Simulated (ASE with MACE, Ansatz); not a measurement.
# W in place of Mo at several sites of Σ9 (221)[1-10] symmetric tilt boundary in Mo (40 atoms), part 2 of 2

At which site of Σ9 (221)[1-10] symmetric tilt boundary in Mo (40 atoms) does W in place of Mo cost least, and what about the site decides it?

Ansatz 0.2.0; Kohn-Sham DFT, PBE, PAW (set soft_2), plane waves.

The cell: 40 Mo. The cell is under 6 Å thick along two periodic directions.

So far. Step 2 (Single point at the start): The r.m.s. force at the start is 0.34 eV/Å. Step 3 (Relaxation): The relaxation converged after 4 steps, 1.19 eV below its start, with a largest force component of 0.036 eV/Å.

### Step 5. W on a site of Mo, site Mo18

The site has 7 bonded neighbours (Mo7) at 2.71 Å on average, in the lower grain. The change is made in the relaxed cell and the atoms are relaxed again.

input.yaml reads:

```yaml
crystal:
  lattice:
    - [7.06597, 0.0, 0.0]
    - [5.65278, 4.23958, 0.0]
    - [0.0, 0.0, 21.96667]
  atoms:
    [... atom lines 1 to 14 left out ...]
    - { symbol: Mo, position: [0.22421, 0.21728, 0.33521] }
    - { symbol: Mo, position: [0.61429, 0.60743, 0.36392] }
    - { symbol: Mo, position: [0.99706, 0.00253, 0.38648] }
    - { symbol: W, position: [0.37651, 0.401, 0.40501] }
    - { symbol: Mo, position: [0.77881, 0.7692, 0.43649] }
    - { symbol: Mo, position: [0.18413, 0.1649, 0.45231] }
    - { symbol: Mo, position: [0.2603, 0.77955, 0.95231] }
    [... atom lines 22 to 40 left out ...]
kpoints:
  mp_grid: { grid: [4, 4, 1] }
hamiltonian:
  xc: pbe
scf:
  occupations: { method: fermi_dirac, width: 0.1 }
output:
  forces: true
  eigenvalues: true
relax:
  f_tol: 0.05
  max_steps: 90
```

The run is started by

```
ansatz run input.yaml --threads 6 --pin off --max-ram 102400MiB --backend cuda --events-out ev --progress --plain --runs-dir out
```

Numbers of over 12 decimals in the logs are rounded to 6 here.

Log:

```text
[...]
GPU FFT provider: cuFFT
GPU libraries: cuBLAS 13.8.2, cuFFT 12.4.0, cuSOLVER 12.3.4
Crystal: 40 atoms, lattice volume = 658.050 Å³
Basis set: ecut = 420 eV, 12857 PW (Γ), exchange–correlation on 96×96×300 points (8 copies of the dense FFT grid, shifted against one another)
Bands: 336, of which v1, the nominal top of the filled ones, is band 280 counted from 1 (279 counted from 0)
Symmetry: 1 space group operations
[...]
k-points: 10 of 16 (time reversal used)
[...]
GPU buffer pool allocated for 345600 grid points (all kernels)
[...]
SCF iter   1: F=—  HF=-203661.460097 eV  |F-HF|=—  |Δ(HF+E_count)|=         —  Δρ=7.87e-3  dr2=3.18e0  ethr=1.77e-3  ⟨swp⟩=4.1  Hψ=12532  notcnv=0
[...]
SCF iter   6: F=-203661.339108 eV  HF=-203661.339110 eV  |F-HF|=1.32e-6  |Δ(HF+E_count)|=   4.03e-6  Δρ=1.30e-5  dr2=2.17e-6  ethr=5.56e-9  ⟨swp⟩=5.5  Hψ=10430  notcnv=0
SCF 1 converged in 6 iterations: F = -203661.339108 eV  dr2 = 2.17e-6
[...]
relax step   1: F+E_penalty+E_count = -203661.33910850 eV  Δ(F+E_penalty+E_count) = +0.000e0 eV  max|allowed force component| = 2.209e-1 eV/Å  Δτ_max = 0.0000 Å  (6 SCF iters, dr2 threshold 6.25e-5 eV, accepted)
[...]
relax step   2: F+E_penalty+E_count = -203661.33956766 eV  Δ(F+E_penalty+E_count) = -4.592e-4 eV  max|allowed force component| = 1.107e-1 eV/Å  Δτ_max = 0.0315 Å  (6 SCF iters, dr2 threshold 3.05e-6 eV, accepted)
[...]
relax step   3: F+E_penalty+E_count = -203661.34643597 eV  Δ(F+E_penalty+E_count) = -6.868e-3 eV  max|allowed force component| = 3.549e-2 eV/Å  Δτ_max = 0.0149 Å  (6 SCF iters, accepted)
SCF converged after 6 iterations
Free energy (F): -203661.346436 eV
[...]
Internal energy: -203660.422279 eV  (E = F + TS)
E sigma→0 (E₀):  -203660.884357 eV
Entropy (-TS):   -0.924157 eV (-23.104 meV/atom)
Fermi energy:    19.796986 eV
[...]
--- Forces (eV/Å), atoms counted from 1 ---
  atom   1  Mo    -0.00645121     0.00910153    -0.00379826
  atom   2  Mo    -0.00360648    -0.00017703     0.00367041
  atom   3  Mo    -0.00378406     0.00203400    -0.00307451
  atom   4  Mo     0.00786909     0.00473683     0.00009835
  atom   5  Mo    -0.00363368     0.00145542    -0.00473116
  atom   6  Mo    -0.00634474     0.00409112     0.00350279
  atom   7  Mo    -0.00144899     0.00366912    -0.00521563
  atom   8  Mo    -0.00077425     0.00673821    -0.00112766
  atom   9  Mo    -0.00729424     0.00344428     0.00502561
  atom  10  Mo     0.00670761    -0.00008204     0.00089901
  atom  11  Mo    -0.00425133    -0.00307233     0.00242347
  atom  12  Mo     0.00580731    -0.00303895     0.00086282
  atom  13  Mo     0.00036442    -0.00260824     0.01948897
  atom  14  Mo     0.00083053    -0.00934291     0.00016650
[...]
atom  39  Mo     0.00107357     0.02061651    -0.01013701
  atom  40  Mo    -0.00229260    -0.01858205     0.02852696
  max |Σ_I F_I| component: 1.44e-6 eV/Å
--- Band table (eV; the first three rows and the last of 10) ---
[...]
--- Relaxed structure (3 steps of the walk, 3 accepted, 0 SCFs on fresh bases) ---
  F+E_penalty+E_count = -203661.34643597 eV   max|allowed force component| = 3.549e-2 eV/Å
  atoms:
    - { symbol: Mo, position: [0.759511, 0.780721, 0.0039446] }
    - { symbol: Mo, position: [0.165322, 0.176186, 0.019633] }
    - { symbol: Mo, position: [0.567736, 0.543624, 0.051025] }
    - { symbol: Mo, position: [0.946852, 0.942612, 0.069628] }
[...]
- { symbol: Mo, position: [0.686466, 0.162053, 0.504812] }
```

Run time: 9.5 s. Hardware: 1 × NVIDIA H100 80GB HBM3 with 6 threads of AMD EPYC 7R13 (Zen 3), shared host; peak memory 1.4 GiB; 17 s of CPU time.

That memory is the host's; the program planned 16 GiB on the GPU.

The relaxation converged after 3 steps, 0.00733 eV below its start, with a largest force component of 0.035 eV/Å.

The surroundings of the W atom, after relaxation, nearest first, numbered as they follow in the input and with coordinates relative to it.

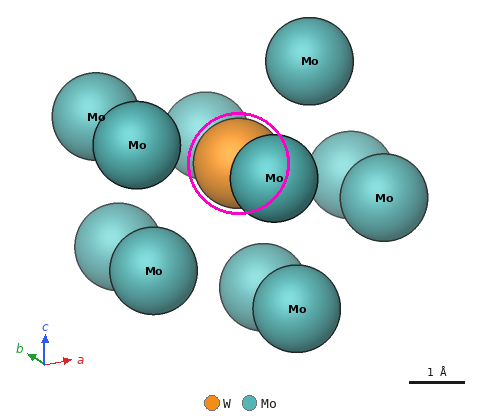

The atoms of the table, within 3.1 Å (arrows a, b, c point along x, y, z); some may hide others; the central atom is ringed.

```csv
atom,x,y,z,distance (Å)
W18,0.00,0.00,0.00,0.00
Mo40,0.84,-1.01,2.20,2.56
Mo13,0.72,0.19,-2.57,2.67
Mo17,0.72,2.56,-0.40,2.69
Mo15,-2.12,-0.78,-1.54,2.73
Mo19,-2.14,1.57,0.68,2.74
Mo17,2.13,-1.68,-0.40,2.74
Mo19,-0.73,-2.67,0.68,2.85
Mo20,-2.69,-1.00,1.05,3.05
Mo14,-1.41,1.85,-2.03,3.09
Mo16,2.84,0.88,-0.90,3.11
Mo14,0.00,-2.39,-2.03,3.14
```

The largest move is 0.02 Å, by Mo40.

### Step 6. W on a site of Mo, site Mo31

The site has 8 bonded neighbours (Mo8) at 2.75 Å on average, in the upper grain. 

Input and log are left out; they have the form of those shown for this kind of step.

Wall time 9.3 s (1 × NVIDIA H100 80GB HBM3 with 6 threads of AMD EPYC 7R13 (Zen 3), shared host); peak memory 1.4 GiB; 17 s of CPU time.

That memory is the host's; the program planned 16 GiB on the GPU.

The relaxation converged after 3 steps, 0.00234 eV below its start, with a largest force component of 0.014 eV/Å.

### Step 7. W on a site of Mo, site Mo27

The site has 8 bonded neighbours (Mo8) at 2.76 Å on average, in the upper grain. 

Input and log are left out; they have the form of those shown for this kind of step.

The job ended after 8.3 s (1 × NVIDIA H100 80GB HBM3 with 6 threads of AMD EPYC 7R13 (Zen 3), shared host; peak memory 1.4 GiB).

That memory is the host's; the program planned 16 GiB on the GPU.

The relaxation converged after 3 steps, 0.00263 eV below its start, with a largest force component of 0.018 eV/Å.

The surroundings of the W atom, after relaxation, nearest first, numbered as they follow in the input and with coordinates relative to it.

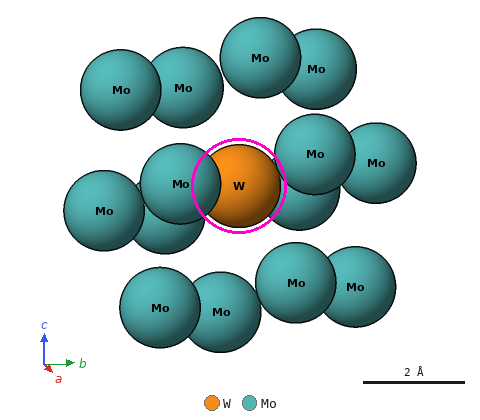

The atoms of the table, within 3.2 Å (arrows a, b, c point along x, y, z); some may hide others; the central atom is ringed.

```csv
atom,x,y,z,distance (Å)
W27,0.00,0.00,0.00,0.00
Mo26,2.13,-1.61,0.50,2.72
Mo30,2.11,0.72,-1.59,2.74
Mo28,-0.72,-2.59,-0.53,2.74
Mo28,-2.13,1.65,-0.53,2.75
Mo26,0.71,2.63,0.50,2.77
Mo24,-2.13,-0.71,1.62,2.77
Mo32,-0.73,-0.23,-2.67,2.78
Mo22,0.74,0.28,2.72,2.83
Mo23,-1.41,1.84,2.03,3.08
Mo23,0.00,-2.40,2.03,3.14
Mo29,-2.83,-0.93,-1.04,3.16
Mo31,1.40,-1.88,-2.13,3.17
Mo31,-0.01,2.36,-2.13,3.17
Mo25,2.81,0.97,1.12,3.18
```

The largest move is 0.01 Å, by Mo26.

### Step 8. W on a site of Mo, site Mo2

The site has 7 bonded neighbours (Mo7) at 2.73 Å on average, in the lower grain. 

Input and log are left out; they have the form of those shown for this kind of step.

Wall time 7.2 s (1 × NVIDIA H100 80GB HBM3 with 6 threads of AMD EPYC 7R13 (Zen 3), shared host); peak memory 1.4 GiB.

That memory is the host's; the program planned 16 GiB on the GPU.

The relaxation converged after 3 steps, 0.00625 eV below its start, with a largest force component of 0.034 eV/Å.

A closer look about the W atom, after relaxation: 13 atoms, nearest first, numbered in the order of the input, with positions taken from that point.

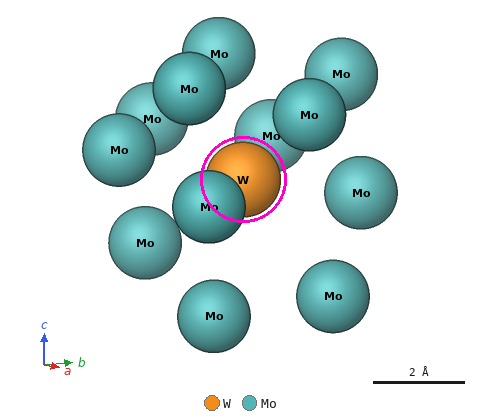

The atoms of the table, within 3.3 Å (arrows a, b, c point along x, y, z); some may hide others; the central atom is ringed.

```csv
atom,x,y,z,distance (Å)
W2,0.00,0.00,0.00,0.00
Mo1,1.99,-1.67,-0.34,2.61
Mo1,0.57,2.57,-0.34,2.66
Mo5,2.08,0.70,1.61,2.72
Mo21,-1.57,-1.67,-1.48,2.73
Mo3,-2.14,1.58,0.69,2.75
Mo7,-0.73,-0.27,2.73,2.84
Mo3,-0.72,-2.66,0.69,2.84
Mo24,0.67,-0.98,-2.92,3.15
Mo4,-2.85,-0.97,1.10,3.21
Mo6,1.40,-1.88,2.23,3.24
Mo6,-0.02,2.36,2.23,3.24
Mo23,1.38,1.56,-2.52,3.27
```

The largest move is 0.02 Å, by Mo1.

### Step 9. W on a site of Mo, site Mo28

The site has 8 bonded neighbours (Mo8) at 2.74 Å on average, in the upper grain. 

Input and log are left out; they have the form of those shown for this kind of step.

Wall time 7 s (1 × NVIDIA H100 80GB HBM3 with 6 threads of AMD EPYC 7R13 (Zen 3), shared host); peak memory 1.4 GiB.

That memory is the host's; the program planned 16 GiB on the GPU.

The relaxation converged after 3 steps, 0.00304 eV below its start, with a largest force component of 0.026 eV/Å.

### Step 10. The sites compared

All these cells hold the same atoms, so their energies can be compared with no chemical potential.

```csv
site,neighbours,mean distance (Å),atoms within 6 Å,region,distance to the other part (Å; 6 means 6 or more),energy over the best site (eV),before relaxation (eV),gain on relaxing (eV)
Mo27,Mo8,2.76,56,upper grain,4.5,0.00,0.00,0.00
Mo31,Mo8,2.75,57,upper grain,6.0,0.00,0.00,0.00
Mo28,Mo8,2.74,57,upper grain,4.9,0.02,0.02,0.00
Mo18,Mo7,2.71,54,lower grain,2.5,0.12,0.13,0.01
Mo2,Mo7,2.73,54,lower grain,2.7,0.13,0.14,0.01
```

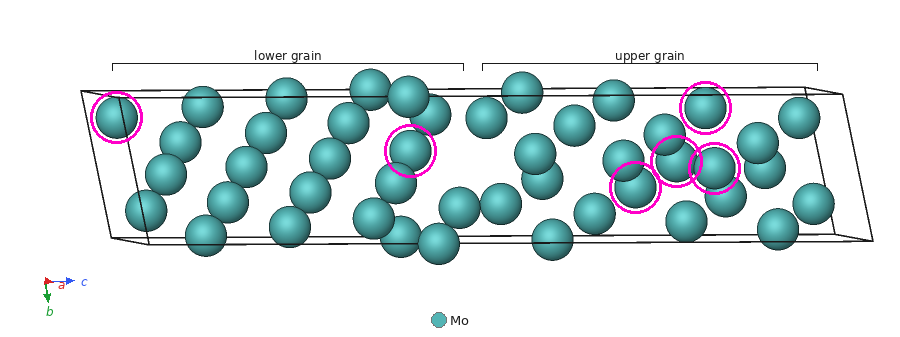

The relaxed cell with the tried sites ringed. Some periodic images of atoms are drawn too.

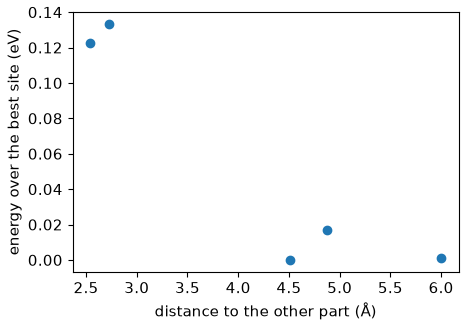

Site energy against the site's surroundings.

### Step 11. Findings

The cheapest site is Mo27 (8 neighbours, Mo8, in the upper grain); the dearest, Mo2 (7 neighbours, Mo7, in the lower grain), costs 0.13 eV more. Mo31 and Mo28 lie within 0.02 eV of the cheapest, a tie at this tolerance. Over 5 sites the energy falls with the distance to the other part (correlation -0.93). Relaxation gains 0.0023 to 0.0073 eV and leaves the best site the same.

**Limits.** Defects are neutral and interact with their images. Only 5 of the 40 Mo sites were tried; unless symmetry makes the others alike to these, a cheaper one may exist. The host structure and its lattice constant were typed by rule, without a check against the phase diagram. The pressure of -3.2 GPa means that a free cell would contract at this level.

The DFT runs together took 63 s of wall time.

[Logs are printed without paths, hosts, clocks, repeated set-up lines and the standing remarks that a program may print on its own settings, such as how far it seeks lower states.]

[Hosts, paths, dates, database ids (printed as entryN), source tags and the programs' standing remarks are cut or masked in the printed files.]
